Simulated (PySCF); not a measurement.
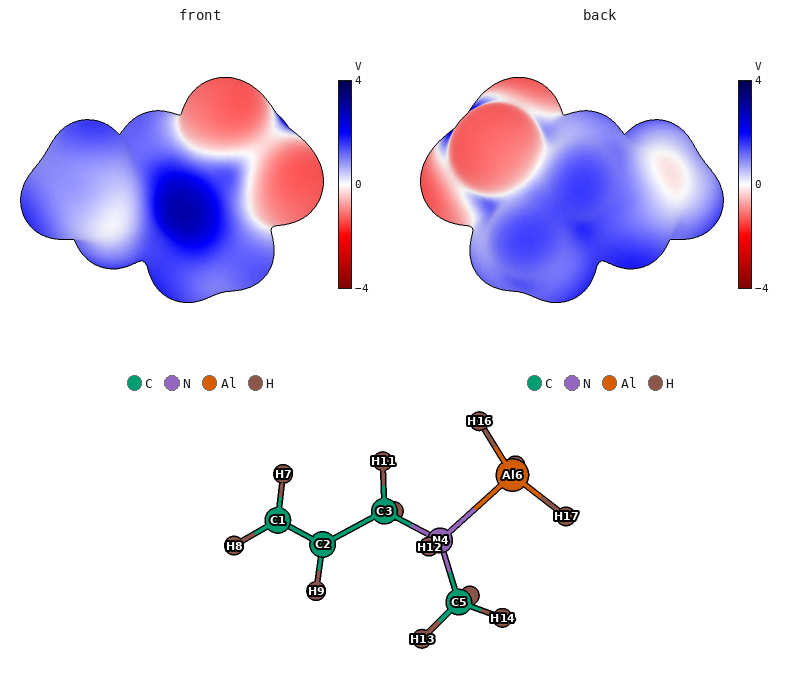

The picture shows: C₄H₁₂AlN. The molecular electrostatic potential painted on the density surface at 0.004 e/bohr³, seen from the front and from behind; red is negative and blue positive. The bare structure is drawn below in the same view.

Geometry: GFN2-xTB.

All numbers below come from wB97X-D/def2-SVPD, SCF density, gas phase in PySCF.

```csv
atom,x (Å),y (Å),z (Å)
C,2.8522,0.1192,0.2486
C,1.7416,-0.5673,0.4424
C,0.4337,0.0589,0.8204
N,-0.5496,0.0614,-0.2686
C,-1.1002,-1.2503,-0.5805
Al,-1.9992,1.4005,0.2482
H,2.8826,1.1889,0.3765
H,3.7768,-0.3548,-0.0332
H,1.7355,-1.6422,0.3157
H,-0.0182,-0.4668,1.6661
H,0.5782,1.1053,1.1137
H,-0.0891,0.4283,-1.1023
H,-0.3461,-1.9553,-0.9384
H,-1.8707,-1.1287,-1.3416
H,-1.5741,-1.6477,0.3164
H,-1.0893,2.6859,0.2798
H,-2.9413,1.1979,-0.9926
H,-2.4314,0.7732,1.6236
```

**Which sites attract a positive test charge, and which a negative one?**

A positive charge is drawn to the negative regions and a negative charge to the positive ones. The most negative region (about −1.3 V, or −30 kcal/mol for a unit charge) lies over H16 and H17, the most positive (about +2.9 V, or +67 kcal/mol for a unit charge) over Al6 and H12.

**How polar is the molecule by this calculation?**

Its dipole moment is 5.20 D.
